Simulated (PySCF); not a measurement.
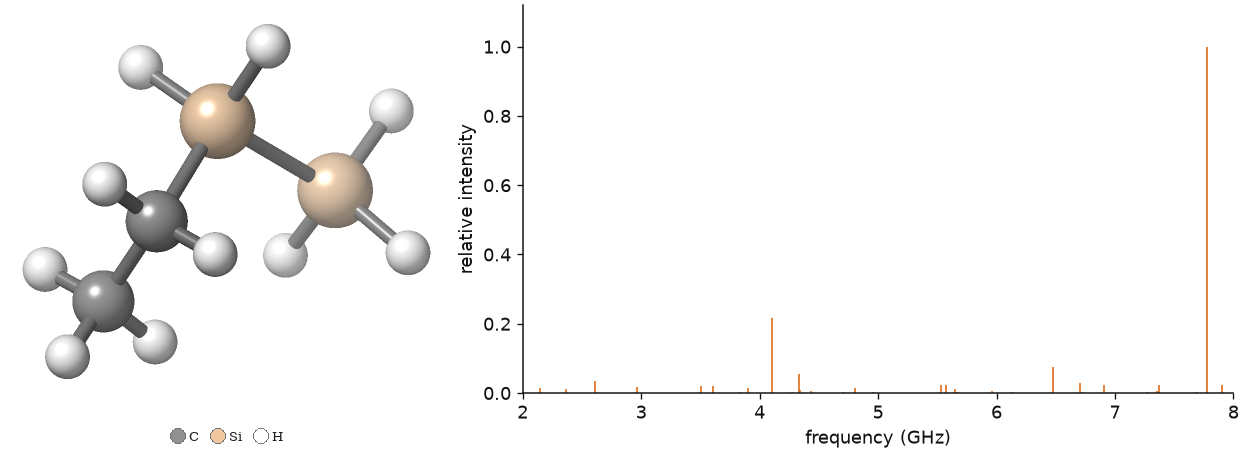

C₂H₁₀Si₂, SMILES CC[SiH2][SiH3]. Simulated rotational absorption lines between 2 and 8 GHz at 3 K: rigid rotor with the equilibrium constants and dipole of one optimised conformer (PBE0-D3(BJ)/def2-SVP, PySCF), commonest isotopes; no centrifugal distortion, hyperfine structure, internal rotation or nuclear-spin weights; lines within 1 MHz of each other are summed.

Q: What are the rotational constants, and what kind of rotor is it?

A: Rotational constants A, B, C = 6.175, 2.270, 1.835 GHz; Ray's κ = −0.80, an asymmetric top on the prolate side.

Q: Assign the strongest lines, as J(Ka,Kc).

A:
| GHz | upper | lower | type | relative intensity |
| --- | --- | --- | --- | --- |
| 7.78 | 2(1,2) | 1(1,1) | a | 1.00 |
| 4.11 | 1(0,1) | 0(0,0) | a | 0.22 |
| 6.47 | 5(1,4) | 5(1,5) | a | 0.07 |
| 4.34 | 4(1,3) | 4(1,4) | a | 0.06 |
| 2.61 | 3(1,2) | 3(1,3) | a | 0.03 |
| 6.70 | 4(1,3) | 4(0,4) | b | 0.03 |
| 6.91 | 7(2,6) | 7(1,6) | c | 0.02 |
| 5.53 | 8(2,6) | 8(2,7) | a | 0.02 |

Note: coarse grid, loose stop and no frequency check, small forces are noise and the end may be a saddle.
